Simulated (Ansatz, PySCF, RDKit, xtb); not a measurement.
# CH5F3InN: ranking a sample of isomers, part 2 of 2

A sample of isomers of CH5F3InN is drawn. Aim: find which of them has the lowest free energy at 298.15 K, then its properties. The sample is small against all isomers, and the most stable one of this formula need not be in it. One structure proposed beforehand is put among the starts (marked given), to see whether the search confirms or beats it.

xtb, Ansatz and PySCF; isolated molecules. The steps go on from the part before.

### 10 Last filter: a higher level

Each finalist gets a single point at CCSD(T)/def2-SVP + MP2/def2-TZVPP - MP2/def2-SVP.

c534a, CCSD(T)/def2-SVP:

The input, input.yaml:

```yaml
crystal:
  periodic: [false, false, false]
  atoms:
    - {symbol: C, position_ang: [0.015555, -1.123957, 0.835037]}
    - {symbol: F, position_ang: [-2.026646, 0.273154, -1.381186]}
    - {symbol: F, position_ang: [0.509247, 2.399264, -2.082358]}
    - {symbol: F, position_ang: [-0.732470, 2.119605, 1.052654]}
    - {symbol: In, position_ang: [-0.551916, 1.414680, -0.769742]}
    - {symbol: "N", position_ang: [0.769705, -0.333426, -0.151383]}
    - {symbol: H, position_ang: [0.578383, -1.999475, 1.191618]}
    - {symbol: H, position_ang: [-0.924950, -1.448612, 0.369613]}
    - {symbol: H, position_ang: [-0.234037, -0.470777, 1.682163]}
    - {symbol: H, position_ang: [1.647914, 0.008725, 0.241643]}
    - {symbol: H, position_ang: [1.014513, -0.896181, -0.967560]}
basis:
  gaussian:
    orbitals: def2-SVP
correlation:
  method: ccsd_t
  frozen_orbitals: {H: 0, In: 4, C: 1, F: 1, "N": 1}
```

Command:

```
$ ansatz run input.yaml --threads 2 --pin off --max-ram 5220MiB --events-out events.jsonl --progress --plain --runs-dir runs
```

What it wrote, shortened:

```text
Warning: RAYON_NUM_THREADS=2 ignored (pool sized by the plan → 2); use --threads N
Functional definition: HF
  name "HF"
[...]
1269 factors; integrals over basis functions are off by at most 1.2e-3 eV
[...]
mean field -15851.91663731 eV, -582.5471916062 hartree, gradient 2.5e-6 eV, S^2 0.000000; 0 other end points of the search recorded, 0 dependent functions left out
9 core orbitals not correlated: weight in the atoms' cores, before any rotation towards them, 1.000 or more for the frozen orbitals, at most 0.000 for the correlated occupied ones
reference -15851.91663731 eV, -582.5471916062 hartree; 24, 24 occupied and 88, 88 virtual orbitals, 1269 factors
second order -26.63402077 eV of doubles, -0.00000000 eV of singles
cycle   1  -26.72973584 eV  change   -9.6e-2 eV  update   1.3e-1
[...]
cycle   9  -27.49748070 eV  change    1.6e-5 eV  update   2.7e-5
perturbative correction -0.53531893 eV, -0.0196726077 hartree
Total energy: -15879.94943694 eV, -583.5773779912 hartree
```

Run time: 22 s. Hardware: 2 threads of Intel Xeon Platinum 8488C (Sapphire Rapids), shared host; peak memory 0.87 GiB.

### 11 c534a at MP2/def2-TZVPP

Changes to input.yaml since step 10:

```diff
@@ -8,3 +8,3 @@
     - {symbol: In, position_ang: [-0.551916, 1.414680, -0.769742]}
-    - {symbol: "N", position_ang: [0.769705, -0.333426, -0.151383]}
+    - {symbol: N, position_ang: [0.769705, -0.333426, -0.151383]}
     - {symbol: H, position_ang: [0.578383, -1.999475, 1.191618]}
@@ -16,5 +16,5 @@
   gaussian:
-    orbitals: def2-SVP
+    orbitals: def2-TZVPP
 correlation:
-  method: ccsd_t
+  method: mp2
   frozen_orbitals: {H: 0, In: 4, C: 1, F: 1, "N": 1}
```

Command:

```
$ ansatz run input.yaml --threads 2 --pin off --max-ram 5220MiB --events-out events.jsonl --progress --plain --runs-dir runs
```

What it wrote:

```text
Warning: RAYON_NUM_THREADS=2 ignored (pool sized by the plan → 2); use --threads N
[... 2 set-up lines as earlier in the session ...]
  exchange = exact_x
  correlation = 0
1865 factors; integrals over basis functions are off by at most 8.9e-4 eV
mean field evaluation 1: about -15859.5552 eV, gradient 5.9e1 eV
mean field evaluation 2: about -15859.6449 eV, gradient 5.9e1 eV
mean field evaluation 4: about -15865.5611 eV, gradient 3.3e0 eV
mean field evaluation 8: about -15865.6220 eV, gradient 3.2e-1 eV
mean field -15865.62229321 eV, -583.0508651704 hartree, gradient 1.7e-6 eV, S^2 0.000000; 0 other end points of the search recorded, 0 dependent functions left out
9 core orbitals not correlated: weight in the atoms' cores, before any rotation towards them, 1.000 or more for the frozen orbitals, at most 0.000 for the correlated occupied ones
reference -15865.62229321 eV, -583.0508651704 hartree; 24, 24 occupied and 242, 242 virtual orbitals, 1865 factors
second order -39.21324162 eV of doubles, -0.00000000 eV of singles
Total energy: -15904.83553483 eV, -584.4919252204 hartree
```

Run time: 7.8 s. Hardware: 2 threads of Intel Xeon Platinum 8488C (Sapphire Rapids), shared host; peak memory 0.81 GiB.

### 12 c415a at CCSD(T)/def2-SVP

The input, input.yaml:

```yaml
crystal:
  periodic: [false, false, false]
  atoms:
    - {symbol: C, position_ang: [-1.121977, -0.019873, -0.267747]}
    - {symbol: F, position_ang: [1.354360, 1.308039, 0.294293]}
    - {symbol: F, position_ang: [1.946723, -1.921160, 1.308469]}
    - {symbol: F, position_ang: [-0.395612, 0.300350, 2.485618]}
    - {symbol: In, position_ang: [0.660055, -0.515838, 0.927202]}
    - {symbol: "N", position_ang: [-1.210509, 1.360198, 0.296152]}
    - {symbol: H, position_ang: [-0.255125, 1.783602, 0.138943]}
    - {symbol: H, position_ang: [-1.975385, 1.946617, -0.044962]}
    - {symbol: H, position_ang: [-1.217990, 1.229107, 1.344738]}
    - {symbol: H, position_ang: [-2.033690, -0.579066, -0.025580]}
    - {symbol: H, position_ang: [-0.973707, 0.031336, -1.353083]}
basis:
  gaussian: {orbitals: def2-SVP}
correlation: {method: ccsd_t, frozen_orbitals: {H: 0, In: 4, C: 1, F: 1, "N": 1}}
```

Command:

```
$ ansatz run input.yaml --threads 2 --pin off --max-ram 5220MiB --events-out events.jsonl --progress --plain --runs-dir runs
```

What it wrote, shortened:

```text
Warning: RAYON_NUM_THREADS=2 ignored (pool sized by the plan → 2); use --threads N
[... 2 set-up lines as earlier in the session ...]
[...]
1269 factors; integrals over basis functions are off by at most 1.1e-3 eV
[...]
mean field -15850.64033473 eV, -582.5002883514 hartree, gradient 3.9e-6 eV, S^2 0.000000; 0 other end points of the search recorded, 0 dependent functions left out
9 core orbitals not correlated: weight in the atoms' cores, before any rotation towards them, 1.000 or more for the frozen orbitals, at most 0.000 for the correlated occupied ones
reference -15850.64033473 eV, -582.5002883514 hartree; 24, 24 occupied and 88, 88 virtual orbitals, 1269 factors
second order -26.89190396 eV of doubles, -0.00000000 eV of singles
cycle   1  -26.95528320 eV  change   -6.3e-2 eV  update   1.3e-1
[...]
cycle   9  -27.72604662 eV  change    2.2e-5 eV  update   2.5e-5
perturbative correction -0.57921616 eV, -0.0212858012 hartree
Total energy: -15878.94559751 eV, -583.5404875725 hartree
```

Wall time 23 s (2 threads of Intel Xeon Platinum 8488C (Sapphire Rapids), shared host); peak memory 0.87 GiB.

### 13 Putting it together

Energies in kcal/mol from c534a; G adds the thermal terms to the CCSD(T)/def2-SVP + MP2/def2-TZVPP - MP2/def2-SVP energy. The columns left of the relaxed level are at the tight-binding geometries.

```tsv
label	SMILES	spin	GFN2-xTB	HF/STO-3G	r2SCAN-D4/def2-SVP	PBE0-D4/def2-SVP	HF/def2-SVP	MP2/def2-SVP	CCSD(T)/def2-SVP + MP2/def2-TZVPP - MP2/def2-SVP	G	share at equilibrium	T1
c534a	[CH3][NH2][In]([F])([F])[F] ‡	singlet	0.0	0.0	0.0	0.0	0.0	0.0	0.0	0.0	100.0 %	0.013
c415a	[NH3][CH2][In]([F])([F])[F] ‡	singlet	17.8	61.4	19.8	17.0	29.4	23.5	19.7	21.5	< 0.1 %	0.013
c928a	[F][CH2][NH2][InH]([F])[F] ‡	singlet	16.4	12.5	23.7	20.5	23.7	29.5	25.7	24.7	< 0.1 %	0.012
```

‡ marks the bonded skeleton alone, with all bonds drawn single: no Lewis structure was assigned that passes a check against the bond lengths.

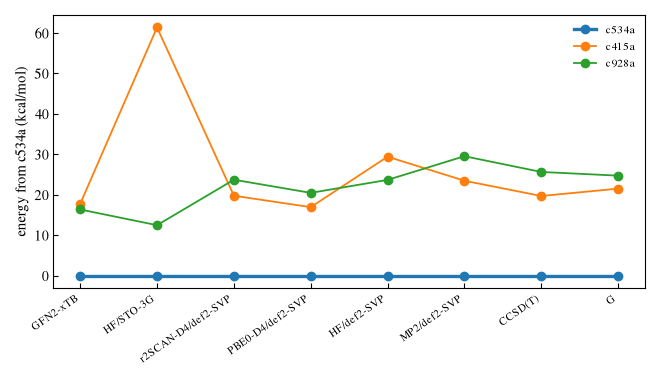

The finalists at each level, measured from c534a.

Lowest found: c534a, `[CH3][NH2][In]([F])([F])[F]` ‡, a singlet. Bond lengths: F2–In5 1.963 Å, F3–In5 1.954 Å, F4–In5 1.962 Å, C1–N6 1.472 Å, In5–N6 2.277 Å, C1–H7 1.100 Å, C1–H8 1.098 Å, C1–H9 1.098 Å, N6–H10 1.021 Å, N6–H11 1.021 Å. Some angles: F2–In5–F3 119.5°, F2–In5–F4 115.4°, F2–In5–N6 94.3°, F3–In5–F4 119.5°, F3–In5–N6 104.7°, F4–In5–N6 94.4°, C1–N6–In5 107.3°, C1–N6–H10 111.3°, C1–N6–H11 111.3°, In5–N6–H10 110.3°.

```xyz
11

C     0.0156   -1.1240    0.8350
F    -2.0266    0.2732   -1.3812
F     0.5092    2.3993   -2.0824
F    -0.7325    2.1196    1.0527
In   -0.5519    1.4147   -0.7697
N     0.7697   -0.3334   -0.1514
H     0.5784   -1.9995    1.1916
H    -0.9250   -1.4486    0.3696
H    -0.2340   -0.4708    1.6822
H     1.6479    0.0087    0.2416
H     1.0145   -0.8962   -0.9676
```

‡ marks the bonded skeleton alone, with all bonds drawn single: no Lewis structure was assigned that passes a check against the bond lengths.

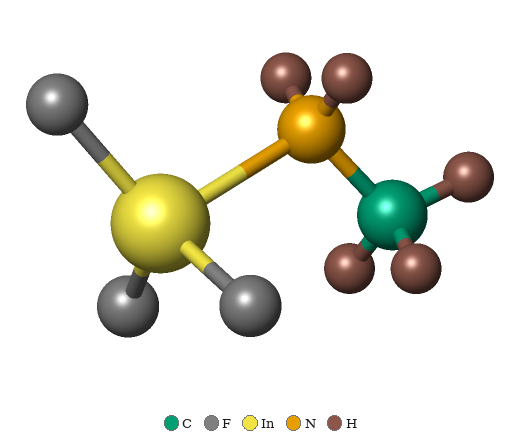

The lowest structure found, seen from a chosen angle (carbon teal, fluorine grey, indium yellow, nitrogen amber, hydrogen brown).

### 14 Density, orbitals and dipole (PBE0/def2-SVPD)

The input, input.yaml:

```yaml
basis:
  gaussian:
    orbitals: def2-SVPD
crystal:
  periodic: [false, false, false]
  atoms:
    - {symbol: C, position_ang: [0.015555, -1.123957, 0.835037]}
    - {symbol: F, position_ang: [-2.026646, 0.273154, -1.381186]}
    - {symbol: F, position_ang: [0.509247, 2.399264, -2.082358]}
    - {symbol: F, position_ang: [-0.732470, 2.119605, 1.052654]}
    - {symbol: In, position_ang: [-0.551916, 1.414680, -0.769742]}
    - {symbol: N, position_ang: [0.769705, -0.333426, -0.151383]}
    - {symbol: H, position_ang: [0.578383, -1.999475, 1.191618]}
    - {symbol: H, position_ang: [-0.924950, -1.448612, 0.369613]}
    - {symbol: H, position_ang: [-0.234037, -0.470777, 1.682163]}
    - {symbol: H, position_ang: [1.647914, 0.008725, 0.241643]}
    - {symbol: H, position_ang: [1.014513, -0.896181, -0.967560]}
hamiltonian:
  xc: pbe0
output:
  forces: true
  orbitals: {seedname: orbitals}
```

Command:

```
$ ansatz run input.yaml --threads 2 --pin off --max-ram 5220MiB --events-out events.jsonl --progress --plain --runs-dir runs
```

What it wrote, shortened:

```text
Warning: RAYON_NUM_THREADS=2 ignored (pool sized by the plan → 2); use --threads N
[... 2 set-up lines as earlier in the session ...]
[...]
1880 factors; integrals over basis functions are off by at most 9.5e-4 eV
[...]
mean field -15917.87720282 eV, -584.9711976789 hartree, gradient 2.8e-5 eV, S^2 0.000000; 0 other end points of the search recorded, 0 dependent functions left out
[...]
reference -15917.87724441 eV, -584.9711992072 hartree; 33, 33 occupied and 148, 148 virtual orbitals, 1880 factors
Total energy: -15917.87724441 eV, -584.9711992072 hartree
Atom 0 at     0.015555    -1.123957     0.835037 Å, force    -0.118354    -0.037087     0.089824 eV/Å
Atom 1 at    -2.026646     0.273154    -1.381186 Å, force    -0.208474    -0.129965    -0.111909 eV/Å
Atom 2 at     0.509247     2.399264    -2.082358 Å, force     0.144196     0.135943    -0.179106 eV/Å
Atom 3 at    -0.732470     2.119605     1.052654 Å, force    -0.023896     0.132591     0.236123 eV/Å
Atom 4 at    -0.551916     1.414680    -0.769742 Å, force     0.149728    -0.176696     0.051185 eV/Å
Atom 5 at     0.769705    -0.333426    -0.151383 Å, force     0.120056     0.077825    -0.119676 eV/Å
Atom 6 at     0.578383    -1.999475     1.191618 Å, force    -0.012234     0.071425    -0.047254 eV/Å
Atom 7 at    -0.924950    -1.448612     0.369613 Å, force     0.063757    -0.032919     0.043940 eV/Å
Atom 8 at    -0.234037    -0.470777     1.682163 Å, force     0.033329    -0.073830    -0.015331 eV/Å
Atom 9 at     1.647914     0.008725     0.241643 Å, force    -0.106287    -0.029094    -0.034965 eV/Å
Atom 10 at     1.014513    -0.896181    -0.967560 Å, force    -0.041822     0.061804     0.087169 eV/Å
Dipole moment:     0.755510    -1.002525     0.356322 e Å
```

Run time: 6.6 s. Hardware: 2 threads of Intel Xeon Platinum 8488C (Sapphire Rapids), shared host; peak memory 0.62 GiB.

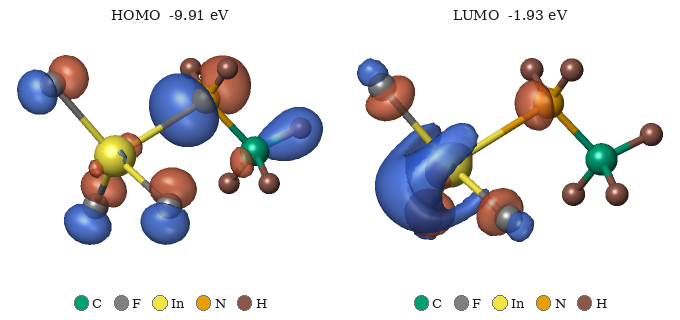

Frontier orbitals of this run, surfaces at ±0.2 Å^-3/2.

### 15 Electronic excitations (TD-CAM-B3LYP/def2-SVPD)

An in-house driver calls PySCF's response routines at TD-CAM-B3LYP/def2-SVPD; it has no typed input.

What it wrote:

```text
coarse grid: 46648 points
cycle   1  E = -583.6395823270  dE = -2.029e+01  |g| = 2.282e+00  |ddm| = 1.555e+01
cycle   2  E = -562.5745808809  dE =  2.107e+01  |g| = 7.515e+00  |ddm| = 1.804e+01
cycle   3  E = -585.0665790019  dE = -2.249e+01  |g| = 8.993e-01  |ddm| = 1.487e+01
cycle   4  E = -585.1455700313  dE = -7.899e-02  |g| = 7.548e-01  |ddm| = 1.737e+00
cycle   5  E = -585.2354698219  dE = -8.990e-02  |g| = 9.534e-02  |ddm| = 7.619e-01
cycle   6  E = -585.2369040768  dE = -1.434e-03  |g| = 6.489e-02  |ddm| = 1.689e-01
cycle   7  E = -585.2376784116  dE = -7.743e-04  |g| = 1.716e-02  |ddm| = 9.220e-02
cycle   8  E = -585.2377379375  dE = -5.953e-05  |g| = 5.095e-03  |ddm| = 3.614e-02
cycle   9  E = -585.2377445996  dE = -6.662e-06  |g| = 1.380e-03  |ddm| = 8.192e-03
final grid: 97920 points
cycle  10  E = -585.2377844295  dE = -4.131e-07  |g| = 1.510e-03  |ddm| = 5.777e-03
cycle  11  E = -585.2377842068  dE =  2.228e-07  |g| = 1.869e-03  |ddm| = 3.110e-03
cycle  12  E = -585.2377848953  dE = -6.886e-07  |g| = 1.540e-04  |ddm| = 1.712e-03
cycle  13  E = -585.2377848993  dE = -3.916e-09  |g| = 4.236e-05  |ddm| = 1.431e-04
cycle  14  E = -585.2377848997  dE = -4.043e-10  |g| = 1.275e-05  |ddm| = 6.884e-05
converged SCF energy = -585.2377848997

Static polarisability (au): isotropic 52.401, principal 49.664 49.817 57.721

Singlet excitations
state   eV       nm        f      main configurations
  1   6.9512    178.4   0.01244   H-4->L 0.66, H-3->L 0.19
  2   6.9609    178.1   0.07894   H->L 0.58, H-5->L 0.23, H-6->L 0.09
  3   6.9690    177.9   0.03239   H-1->L 0.48, H-3->L 0.39
  4   6.9904    177.4   0.02938   H-5->L 0.54, H-2->L 0.22, H->L 0.13
  5   7.0473    175.9   0.03170   H-1->L 0.32, H-3->L 0.32, H-4->L 0.23
  6   7.0887    174.9   0.09574   H-2->L 0.61, H-5->L 0.14, H->L 0.10
  7   7.8822    157.3   0.00589   H-6->L 0.65, H->L+1 0.15, H->L 0.12
  8   8.3131    149.1   0.07961   H-7->L 0.80

Triplet excitations (Tamm-Dancoff, eV): 6.3744 6.3768 6.4426
```

Wall time 22 s (2 threads of Intel Xeon Platinum 8488C (Sapphire Rapids), shared host); peak memory 0.83 GiB.

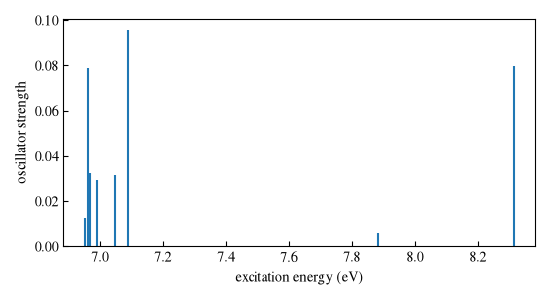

Vertical excitations as sticks.

The roots found:

```tsv
excited state	energy (eV)	strength
1	6.951	0.0124
2	6.961	0.0789
3	6.969	0.0324
4	6.990	0.0294
5	7.047	0.0317
6	7.089	0.0957
7	7.882	0.0059
8	8.313	0.0796
```

### 16 The cation at the same geometry (PBE0/def2-SVPD)

Changes to input.yaml since step 14:

```diff
@@ -11,3 +11,3 @@
     - {symbol: In, position_ang: [-0.551916, 1.414680, -0.769742]}
-    - {symbol: N, position_ang: [0.769705, -0.333426, -0.151383]}
+    - {symbol: "N", position_ang: [0.769705, -0.333426, -0.151383]}
     - {symbol: H, position_ang: [0.578383, -1.999475, 1.191618]}
@@ -17,6 +17,7 @@
     - {symbol: H, position_ang: [1.014513, -0.896181, -0.967560]}
+total_charge: 1
+magnetization:
+  spin_polarized: true
+  initial_magnetization: 1
 hamiltonian:
   xc: pbe0
-output:
-  forces: true
-  orbitals: {seedname: orbitals}
```

Command:

```
$ ansatz run input.yaml --threads 2 --pin off --max-ram 5220MiB --events-out events.jsonl --progress --plain --runs-dir runs
```

What it wrote:

```text
Warning: RAYON_NUM_THREADS=2 ignored (pool sized by the plan → 2); use --threads N
[... 2 set-up lines as earlier in the session ...]
  parameter a = 0.25
  parameter kappa = 0.804
  parameter beta = 0.06672455060314922
  exchange = (1 - a)*pbe_x(kappa = kappa, mu = beta*pi^2/3) + a*exact_x
  correlation = pbe_c(beta = beta)
1634 factors; their error is unknown
mean field evaluation 1: about -15887.8177 eV, gradient 7.1e1 eV
mean field evaluation 2: about -15817.2647 eV, gradient 1.6e2 eV
mean field evaluation 4: about -15898.1256 eV, gradient 3.9e1 eV
mean field evaluation 8: about -15905.6956 eV, gradient 5.2e0 eV
mean field evaluation 16: about -15905.9697 eV, gradient 1.8e-1 eV
mean field evaluation 32: about -15905.9699 eV, gradient 3.3e-4 eV
mean field evaluation 64: about -15905.9383 eV, gradient 1.5e0 eV
mean field -15905.96985565 eV, -584.5336107416 hartree, gradient 8.1e-6 eV, S^2 0.761116; 6 other end points of the search recorded, 0 dependent functions left out
reference -15905.96990306 eV, -584.5336124840 hartree; 33, 32 occupied and 148, 149 virtual orbitals, 1634 factors
Total energy: -15905.96990306 eV, -584.5336124840 hartree
```

It took 37 s on 2 threads of Intel Xeon Platinum 8488C (Sapphire Rapids), shared host; peak memory 1.1 GiB.

Difference from the parent: 11.91 eV.

### 17 The anion at the same geometry (PBE0/def2-SVPD)

Changes to input.yaml since step 16:

```diff
@@ -1,4 +1 @@
-basis:
-  gaussian:
-    orbitals: def2-SVPD
 crystal:
@@ -11,3 +8,3 @@
     - {symbol: In, position_ang: [-0.551916, 1.414680, -0.769742]}
-    - {symbol: "N", position_ang: [0.769705, -0.333426, -0.151383]}
+    - {symbol: N, position_ang: [0.769705, -0.333426, -0.151383]}
     - {symbol: H, position_ang: [0.578383, -1.999475, 1.191618]}
@@ -17,3 +14,10 @@
     - {symbol: H, position_ang: [1.014513, -0.896181, -0.967560]}
-total_charge: 1
+basis:
+  gaussian:
+    orbitals: def2-SVPD
+total_charge: -1
+scf:
+  lower_state_search: off
+hamiltonian:
+  xc: {name: PBE0}
 magnetization:
@@ -21,3 +25 @@
   initial_magnetization: 1
-hamiltonian:
-  xc: pbe0
```

Command:

```
$ ansatz run input.yaml --threads 2 --pin off --max-ram 5220MiB --events-out events.jsonl --progress --plain --runs-dir runs
```

What it wrote, shortened:

```text
Warning: RAYON_NUM_THREADS=2 ignored (pool sized by the plan → 2); use --threads N
[... 2 set-up lines as earlier in the session ...]
[...]
1634 factors; their error is unknown
[...]
mean field -15918.14810020 eV, -584.9811529741 hartree, gradient 3.6e-6 eV, S^2 0.750918; 0 other end points of the search recorded, 0 dependent functions left out
reference -15918.14815648 eV, -584.9811550422 hartree; 34, 33 occupied and 147, 148 virtual orbitals, 1634 factors
Total energy: -15918.14815648 eV, -584.9811550422 hartree
Checks for a lower state left out: stability, starts, cluster_reference, orbital_swaps, neighbouring_geometries, increment
```

Wall time 5.7 s (2 threads of Intel Xeon Platinum 8488C (Sapphire Rapids), shared host); peak memory 0.63 GiB.

Parent less the species with the added electron: 0.27 eV.

### 18 The triplet at the same geometry (PBE0/def2-SVPD)

Changes to input.yaml since step 17:

```diff
@@ -1 +1,4 @@
+basis:
+  gaussian:
+    orbitals: def2-SVPD
 crystal:
@@ -8,3 +11,3 @@
     - {symbol: In, position_ang: [-0.551916, 1.414680, -0.769742]}
-    - {symbol: N, position_ang: [0.769705, -0.333426, -0.151383]}
+    - {symbol: "N", position_ang: [0.769705, -0.333426, -0.151383]}
     - {symbol: H, position_ang: [0.578383, -1.999475, 1.191618]}
@@ -14,12 +17,6 @@
     - {symbol: H, position_ang: [1.014513, -0.896181, -0.967560]}
-basis:
-  gaussian:
-    orbitals: def2-SVPD
-total_charge: -1
-scf:
-  lower_state_search: off
+magnetization:
+  spin_polarized: true
+  initial_magnetization: 2
 hamiltonian:
   xc: {name: PBE0}
-magnetization:
-  spin_polarized: true
-  initial_magnetization: 1
```

Command:

```
$ ansatz run input.yaml --threads 2 --pin off --max-ram 5220MiB --events-out events.jsonl --progress --plain --runs-dir runs
```

What it wrote, shortened:

```text
Warning: RAYON_NUM_THREADS=2 ignored (pool sized by the plan → 2); use --threads N
[... 7 set-up lines as earlier in the session ...]
1634 factors; their error is unknown
mean field evaluation 1: about -15901.4024 eV, gradient 5.1e1 eV
mean field evaluation 2: about -15849.9648 eV, gradient 1.3e2 eV
mean field evaluation 4: about -15904.3237 eV, gradient 3.9e1 eV
mean field evaluation 8: about -15911.2708 eV, gradient 5.5e0 eV
mean field evaluation 16: about -15911.4900 eV, gradient 2.5e-1 eV
mean field evaluation 32: about -15911.6192 eV, gradient 3.1e-2 eV
mean field evaluation 64: about -15911.6190 eV, gradient 5.9e-2 eV
mean field -15911.61931825 eV, -584.7412246626 hartree, gradient 1.7e-6 eV, S^2 2.008110; 7 other end points of the search recorded, 0 dependent functions left out
reference -15911.61937280 eV, -584.7412266674 hartree; 34, 32 occupied and 147, 149 virtual orbitals, 1634 factors
Total energy: -15911.61937280 eV, -584.7412266674 hartree
```

It took 2 min on 2 threads of Intel Xeon Platinum 8488C (Sapphire Rapids), shared host; peak memory 1.1 GiB.

It lies 6.26 eV above the singlet.

### 19 Outcome

This closing draws on all 2 parts.

| quantity | value |
| --- | --- |
| lowest structure found | [CH3][NH2][In]([F])([F])[F] ‡, singlet |
| next finalist | [NH3][CH2][In]([F])([F])[F] ‡, singlet, 21.5 kcal/mol higher in G |
| share at equilibrium, among the finalists | 100.0 % |
| funnel | 14 starts, 13 minima at GFN2-xTB, 8 screening runs, 1 rescued, 3 relaxed, 3 ranked |
| CPU time of all runs | 14 min |
| dipole moment (PBE0/def2-SVPD) | 6.27 D |
| HOMO energy (PBE0/def2-SVPD) | -9.91 eV |
| LUMO energy (PBE0/def2-SVPD) | -1.93 eV |
| HOMO–LUMO gap (PBE0/def2-SVPD) | 7.98 eV |
| lowest excitation (TD-CAM-B3LYP/def2-SVPD) | 6.95 eV (f = 0.012) |
| strongest of the states computed, same level | 7.09 eV (f = 0.096) |
| lowest triplet excitation, same level, Tamm-Dancoff | 6.37 eV |
| vertical ionisation energy | 11.91 eV |
| vertical electron affinity | 0.27 eV |
| vertical triplet less singlet | +6.26 eV |

What this shows: `[CH3][NH2][In]([F])([F])[F]` ‡ comes out lowest. The margin of 21.5 kcal/mol over the next finalist is beyond the usual error of the last level; it says nothing of structures that weren't ranked. GFN2-xTB, HF/STO-3G, r2SCAN-D4/def2-SVP, PBE0-D4/def2-SVP, HF/def2-SVP and MP2/def2-SVP already put its bonding pattern lowest among the structures in one piece. The largest share of the time went into the spin checks (29 %). Spin-orbit coupling, which matters for elements this heavy, is left out. The structure proposed beforehand is the winner. The search is not exhaustive (a finite list of starts, one conformer a finalist), so a lower isomer can't be ruled out. Only 10 drawn patterns were tried, so whole families of isomers are missing, and the result ranks this sample alone.

‡ marks the bonded skeleton alone, with all bonds drawn single: no Lewis structure was assigned that passes a check against the bond lengths.
